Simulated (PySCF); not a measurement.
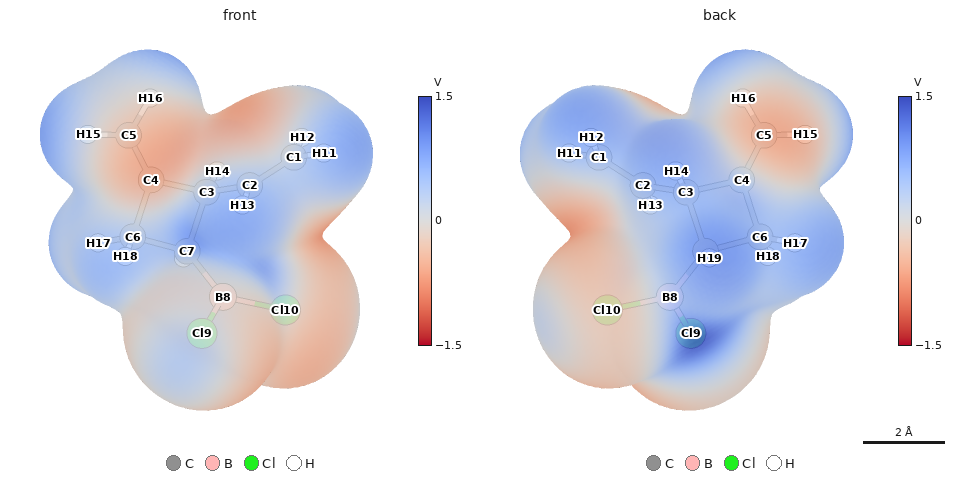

*C₇H₉BCl₂. The electrostatic potential painted on the density surface at 0.002 e/bohr³, seen from the front and from behind; the colour scale runs from red (negative) to blue (positive).*

Geometry: GFN2-xTB.

Theory: PBE0/pcSseg-1, SCF density, gas phase, non-relativistic (PySCF).

```yaml
atoms:
  - { symbol: C, position_ang: [2.3687, -0.9525, 0.8200] }
  - { symbol: C, position_ang: [1.1394, -0.4743, 0.7677] }
  - { symbol: C, position_ang: [0.4413, -0.0809, -0.4903] }
  - { symbol: C, position_ang: [-0.1689, 1.3029, -0.4424] }
  - { symbol: C, position_ang: [0.3623, 2.5035, -0.3590] }
  - { symbol: C, position_ang: [-1.5742, 0.7800, -0.5190] }
  - { symbol: C, position_ang: [-1.0130, -0.6537, -0.6715] }
  - { symbol: B, position_ang: [-1.4457, -1.7821, 0.3506] }
  - { symbol: Cl, position_ang: [-2.5898, -1.4919, 1.5985] }
  - { symbol: Cl, position_ang: [-0.7402, -3.3487, 0.2413] }
  - { symbol: H, position_ang: [2.8404, -1.2104, 1.7528] }
  - { symbol: H, position_ang: [2.9556, -1.1060, -0.0708] }
  - { symbol: H, position_ang: [0.5695, -0.3213, 1.6755] }
  - { symbol: H, position_ang: [1.0924, -0.2565, -1.3485] }
  - { symbol: H, position_ang: [-0.2470, 3.3912, -0.3349] }
  - { symbol: H, position_ang: [1.4287, 2.6452, -0.3125] }
  - { symbol: H, position_ang: [-2.1601, 1.1431, -1.3619] }
  - { symbol: H, position_ang: [-2.1479, 0.9360, 0.3943] }
  - { symbol: H, position_ang: [-1.1214, -1.0143, -1.6974] }
```

Q: Describe the electrostatic potential map.

A: The most negative region (about −0.7 V) lies over C1, C2, C5 and Cl10, the most positive (about +1.2 V) over B8. Cl10 shows a σ-hole: about +0.2 V at the tip opposite its bond, against about −0.4 V on its flanks.

Q: What dipole moment does the calculation give?

A: Its dipole moment is 1.33 D.
